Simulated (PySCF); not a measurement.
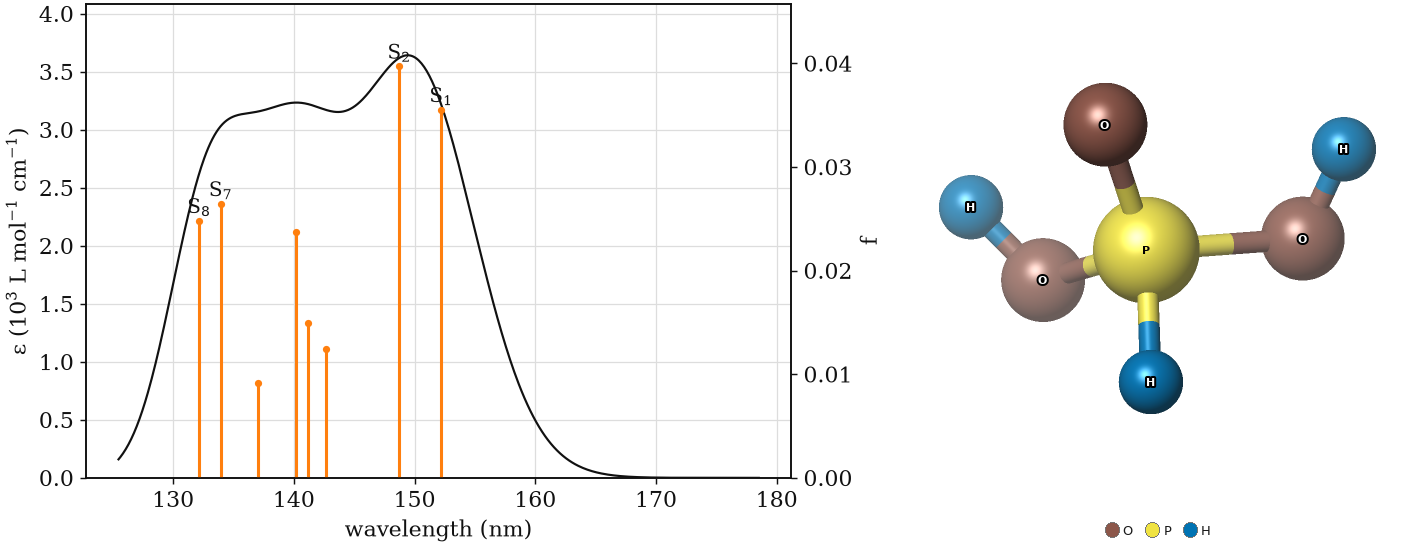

Computed absorption of PH₃O₃, SMILES O=[PH](O)O. Vertical TDDFT excitations, CAM-B3LYP/def2-SVPD, PySCF, at a GFN2-xTB geometry (no frequency check), gas phase. The lowest 8 singlet states are shown; each is broadened by a Gaussian of 1/e half-width 0.33 eV. Sticks give oscillator strengths (right axis).

**Where is the lowest singlet, and is it bright?**

S1 lies at 8.15 eV (152 nm) with f = 0.036, mainly HOMO → LUMO (94 %); it is weak.

**Where is the maximum of the broadened curve, and how high is it?**

At about 8.3 eV (149 nm), with ε near 3600 L mol⁻¹ cm⁻¹.

**List the transitions behind the spectrum.**

| state | E (eV) | λ (nm) | f | main character |
| --- | --- | --- | --- | --- |
| S1 | 8.15 | 152 | 0.036 | HOMO → LUMO (94 %) |
| S2 | 8.34 | 149 | 0.040 | HOMO−1 → LUMO (89 %) |
| S3 | 8.69 | 143 | 0.012 | HOMO−1 → LUMO+1 (81 %) |
| S4 | 8.78 | 141 | 0.015 | HOMO → LUMO+1 (56 %) |
| S5 | 8.85 | 140 | 0.024 | HOMO → LUMO+3 (77 %) |
| S6 | 9.05 | 137 | 0.009 | HOMO−1 → LUMO+3 (29 %) |
| S7 | 9.26 | 134 | 0.026 | HOMO−2 → LUMO (72 %) |
| S8 | 9.38 | 132 | 0.025 | HOMO−1 → LUMO+2 (43 %) |

Note: the tight-binding geometry is rougher than a DFT one and adds to the error; core orbitals are frozen in the response.
